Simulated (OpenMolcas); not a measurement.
**One shape, several levels: SiH2O2F (SMILES O[Si](O)F)**

Wanted: a comparison of 6 runs (UHF/STO-3G, UB3LYP/6-31G*, UB3LYP/aug-cc-pVDZ, UM06-2X/aug-cc-pVDZ, UPBE/aug-cc-pVDZ, ROMP2/aug-cc-pVDZ) of SiH2O2F. 

The results are computed with OpenMolcas 26.06.

## 1. Starting point

SiH2O2F has 6 atoms, charge 0, and is taken as a doublet. As SMILES, `O[Si](O)F`. Geometry: relaxed at PBE0-D4/def2-TZVP. This is one conformer, not always the lowest.

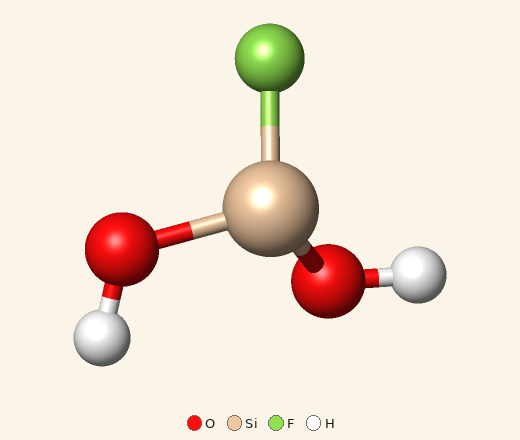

The structure, seen from a chosen angle (oxygen red, silicon light orange, fluorine green, hydrogen white).

## 2. Energy and gradient at UHF/STO-3G (run 1)

File input.xyz:

```xyz
6

O     -0.887300     1.032000    -0.626300
Si     0.382900     0.026200    -0.446500
O      0.346300    -0.560700     1.083400
F      0.159400    -1.133900    -1.516300
H     -1.051600     1.658800     0.081100
H      1.092300    -1.086600     1.378500
```

File test.inp:

```
&gateway
 baslib
 $CurrDir
 coord
 input.xyz
 basis
 STO-3G
 group
 NoSym

&seward

&scf
 uhf
 spin
 2
 thresholds
 1e-10 1e-07 1e-07 1e-05
 prorbitals
 1 2

&alaska
```

The basis set STO-3G is read from a file made from the Basis Set Exchange's data (not shown).

Started as:

```sh
$ export MOLCAS_MEM=1860
$ pymolcas test.inp > test.log
```

The program printed:

```text
--- Start Module: gateway ---
[...]
--- Stop Module: gateway /rc=_RC_ALL_IS_WELL_ ---
[...]
      Basis functions           26
[...]
--- Start Module: scf ---
[...]
       Convergence after  14 Iterations
[...]
::    Total SCF energy                               -532.4828946778
[...]
      Total spin, S                                     0.5040501299
[...]
      Total electronic charge=   41.000000
      Total            charge=   -0.000000
[...]
      Dipole Moment (debye):
      Origin of the operator (angstrom)=    0.0633   -0.1568   -0.4015
                   X=  2.2676E+00               Y=  8.1513E-01               Z=  1.1385E+00           Total=  2.6651E+00
      Quadrupole Moment (debye*angstrom):
[...]
--- Stop Module: scf /rc=_RC_ALL_IS_WELL_ ---
--- Start Module: alaska ---
[...]
 *              Molecular gradients               *
 **************************************************
  Irreducible representation: a
 ------------------------------------------------------------------------------------------
                              X                       Y                       Z
 ------------------------------------------------------------------------------------------
  O1                2.56203470619916E-02    8.69114685676387E-03    2.76900678407701E-02
  SI2              -4.71835468296451E-02   -1.87615623669668E-02    4.22410546258845E-03
  O3                3.75806484721311E-02   -5.20810726833743E-03   -1.68092732402965E-02
  F4                1.02280403703816E-02    1.51556563605002E-02    6.75522244327453E-03
  H5               -3.05695301875453E-03   -1.25051289836553E-02   -2.31299444393342E-02
  H6               -2.31885360561312E-02    1.26279954017030E-02    1.26982193293501E-03
 ------------------------------------------------------------------------------------------
[...]
```

It took 1.3 s on 1 thread of Intel Xeon 6975P-C (Granite Rapids), shared host; peak memory 0.37 GiB.

## 3. Energy and forces at UB3LYP/6-31G(d) (spherical functions) (run 2)

File mol.input:

```
* FH2O2Si Kohn-Sham DFT
&GATEWAY
BasLib = $CurrDir
Coord
6
angstrom
O       -0.887300       1.032000      -0.626300
Si       0.382900       0.026200      -0.446500
O        0.346300      -0.560700       1.083400
F        0.159400      -1.133900      -1.516300
H       -1.051600       1.658800       0.081100
H        1.092300      -1.086600       1.378500
Basis = 6-31Gs
Group = NoSym
&SEWARD
GridInput
Grid=UltraFine
End of Grid
&SCF
UHF
Spin = 2
KSDFT = B3LYP
Thresholds = 1e-10 1e-07 1e-07 1e-05
PrOrbitals = 1
&ALASKA
```

The basis set 6-31G* is read from a file made from the Basis Set Exchange's data (not shown).

Started as:

```sh
$ export MOLCAS_MEM=1860
$ pymolcas mol.input > mol.log
```

The program printed:

```text
--- Start Module: gateway ---
[...]
--- Stop Module: gateway /rc=_RC_ALL_IS_WELL_ ---
[...]
      Basis functions           64
[...]
--- Start Module: scf ---
[...]
       Convergence after  14 Iterations
[...]
::    Total KS-DFT energy                            -541.0602025139
[...]
      Total spin, S                                     0.5006740646
[...]
      Total electronic charge=   41.000000
      Total            charge=   -0.000000
[...]
      Dipole Moment (debye):
      Origin of the operator (angstrom)=    0.0633   -0.1568   -0.4015
                   X=  1.5075E+00               Y=  8.0159E-01               Z=  2.0698E+00           Total=  2.6832E+00
      Quadrupole Moment (debye*angstrom):
[...]
--- Stop Module: scf /rc=_RC_ALL_IS_WELL_ ---
[...]
--- Start Module: alaska ---
[...]
 *              Molecular gradients               *
 **************************************************
  Irreducible representation: a
 ------------------------------------------------------------------------------------------
                              X                       Y                       Z
 ------------------------------------------------------------------------------------------
  O1                1.02623999457983E-02   -3.66533032009642E-03    7.75296454440522E-03
  SI2              -1.39194349060539E-02   -5.57551393237166E-03    2.73458977960517E-03
  O3                7.46006940481703E-03    1.75227911825893E-04   -1.14349641701033E-02
  F4                1.81815903998384E-03    9.87286180555813E-03    9.46091547128880E-03
  H5                1.06953623471173E-03   -5.20354519441524E-03   -6.32485399280336E-03
  H6               -6.69072971928131E-03    4.39629972954947E-03   -2.18865163228243E-03
 ------------------------------------------------------------------------------------------
[...]
```

Wall time 16 s (1 thread of Intel Xeon 6975P-C (Granite Rapids), shared host); peak memory 0.4 GiB.

## 4. Energy and gradient at UB3LYP/aug-cc-pVDZ (run 3)

File run.inp:

```
>>> EXPORT MOLCAS_PRINT=2

&GATEWAY
 BasLib=$CurrDir
 Coord
 6
 angstrom
 O       -0.887300       1.032000      -0.626300
 Si       0.382900       0.026200      -0.446500
 O        0.346300      -0.560700       1.083400
 F        0.159400      -1.133900      -1.516300
 H       -1.051600       1.658800       0.081100
 H        1.092300      -1.086600       1.378500
 Basis=aug-cc-pVDZ
 Group=NoSym

&SEWARD
 GridInput
 Grid=UltraFine
 End of Grid

&SCF
 UHF
 Spin=2
 KSDFT=B3LYP
 Thresholds=1e-10 1e-07 1e-07 1e-05
 PrOrbitals=1

&ALASKA
```

The basis set aug-cc-pVDZ is read from a file made from the Basis Set Exchange's data (not shown).

Started as:

```sh
$ export MOLCAS_MEM=1860
$ pymolcas run.inp > run.log
```

The program printed:

```text
--- Start Module: gateway ---
[...]
--- Stop Module: gateway /rc=_RC_ALL_IS_WELL_ ---
[...]
      Basis functions          114
[...]
--- Start Module: scf ---
[...]
       Convergence after  16 Iterations
[...]
::    Total KS-DFT energy                            -541.1351014970
[...]
      Total spin, S                                     0.5007366235
[...]
      Dipole Moment (debye):
      Origin of the operator (angstrom)=    0.0633   -0.1568   -0.4015
                   X=  1.3296E+00               Y=  8.4730E-01               Z=  1.9954E+00           Total=  2.5431E+00
      Quadrupole Moment (debye*angstrom):
[...]
--- Stop Module: scf /rc=_RC_ALL_IS_WELL_ ---
[...]
--- Start Module: alaska ---
[...]
 *              Molecular gradients               *
 **************************************************
  Irreducible representation: a
 ------------------------------------------------------------------------------------------
                              X                       Y                       Z
 ------------------------------------------------------------------------------------------
  O1                2.18968025411996E-02   -1.42750335422086E-02    6.03149230616307E-03
  SI2              -2.92766300168026E-02   -1.76929133918318E-02    1.10811460866223E-03
  O3                3.57880591646653E-03    8.16452316858496E-03   -2.51074402601912E-02
  F4                5.50894734931862E-03    2.47532108593482E-02    2.32849435547671E-02
  H5                1.43322709695903E-03   -3.61054231565117E-03   -2.97898466619451E-03
  H6               -3.14115288712102E-03    2.66075522177722E-03   -2.33812554318424E-03
 ------------------------------------------------------------------------------------------
--- Stop Module: alaska /rc=_RC_ALL_IS_WELL_ ---
[...]
```

Run time: 54 s. Hardware: 1 thread of Intel Xeon 6975P-C (Granite Rapids), shared host; peak memory 0.69 GiB.

Runs 4 to 5 aren't shown in full; the table further down has their settings and results.

## 5. The energy at ROMP2/aug-cc-pVDZ (run 6)

File test.inp:

```
&GATEWAY
BasLib=$CurrDir
Coord
6
angstrom
O       -0.887300       1.032000      -0.626300
Si       0.382900       0.026200      -0.446500
O        0.346300      -0.560700       1.083400
F        0.159400      -1.133900      -1.516300
H       -1.051600       1.658800       0.081100
H        1.092300      -1.086600       1.378500
Basis=aug-cc-pVDZ
Group=NoSym
&SEWARD
&SCF
UHF
Spin=2
Thresholds=1e-10 1e-07 1e-07 1e-05
PrOrbitals=1
&RASSCF
FileOrb=$Project.UnaOrb
Spin=2
Nactel=1 0 0
Inactive=20
Ras2=1
OutOrbitals=Canonical
OrbListing=Nothing
&CASPT2
IPEA=0.0
Frozen=8
```

The basis set aug-cc-pVDZ is read from a file made from the Basis Set Exchange's data (not shown).

Started as:

```sh
$ export MOLCAS_MEM=1860
$ pymolcas test.inp > test.log
```

The program printed:

```text
--- Start Module: gateway ---
[...]
--- Stop Module: gateway /rc=_RC_ALL_IS_WELL_ ---
[...]
      Basis functions          114
[...]
       Convergence after  17 Iterations
[...]
::    Total SCF energy                               -539.4137227257
[...]
      Total spin, S                                     0.5015900499
[...]
--- Start Module: rasscf ---
[...]
      Number of active orbitals                  1
[...]
      Spin quantum number                      0.5
[...]
      Active orbitals                            1
[...]
      Number of CSFs                             1
[...]
      Number of root(s) required                 1
[...]
      Convergence after  7 iterations
[...]
      printout of CI-coefficients larger than  0.05 for root  1
      energy=    -539.412567
      conf/sym  1     Coeff  Weight
             1  u   1.00000 1.00000
      Natural orbitals and occupation numbers for root  1
      sym 1:   1.000000
      ************************************************************************************************************************
      *                                                    Final results                                                     *
[...]
::    RASSCF root number  1 Total energy:   -539.41256722
[...]
      Total electronic charge=   41.000000
      Total            charge=   -0.000000
[...]
      Dipole Moment (debye):
      Origin of the operator (angstrom)=    0.0633   -0.1568   -0.4015
                   X=  1.6841E+00               Y=  9.8281E-01               Z=  2.0626E+00           Total=  2.8384E+00
      Quadrupole Moment (debye*angstrom):
[...]
--- Stop Module: rasscf /rc=_RC_ALL_IS_WELL_ ---
[...]
--- Start Module: caspt2 ---
[...]
      E2 (Variational):          -0.6906934252
      Total energy:            -540.1032606408
[...]
      Reference weight:           0.84406
[...]
::    CASPT2 Root  1     Total energy:   -540.10326064
[...]
```

Wall time 23 s (1 thread of Intel Xeon 6975P-C (Granite Rapids), shared host); peak memory 0.69 GiB.

## 6. All runs side by side

```tsv
run	level	integration grid	task	energy (Eh)	dipole moment (D)	HOMO energy (eV)	LUMO energy (eV)	wall time
1	UHF/STO-3G	–	gradient	-532.482895	2.67	-5.80	6.19	1.3 s
2	UB3LYP/6-31G* (spherical functions)	UltraFine	gradient	-541.060203	2.68	-5.81	-2.54	16 s
3	UB3LYP/aug-cc-pVDZ	UltraFine	gradient	-541.135101	2.54	-6.26	-3.00	54 s
4	UM06-2X/aug-cc-pVDZ	UltraFine	energy	-541.015150	2.61	-7.48	-2.91	63 s
5	UPBE/aug-cc-pVDZ	UltraFine	gradient	-540.716350	2.40	-5.24	-3.46	53 s
6	ROMP2/aug-cc-pVDZ	–	energy	-540.103261	–	–	–	23 s
```

## 7. Outcome

| quantity | value |
| --- | --- |
| run 6: total energy | -540.10326 Eh |

What this shows: Over runs 1, 2, 3, 4, 5 the dipole moment (its size) runs from 2.40 D (UPBE/aug-cc-pVDZ) to 2.68 D (UB3LYP/6-31G*). The two ends differ in method and basis. Totals of different functionals can't be ranked against each other. In run 1 the basis is minimal, so the values are rough. All runs together took 3.5 min, the longest 63 s.
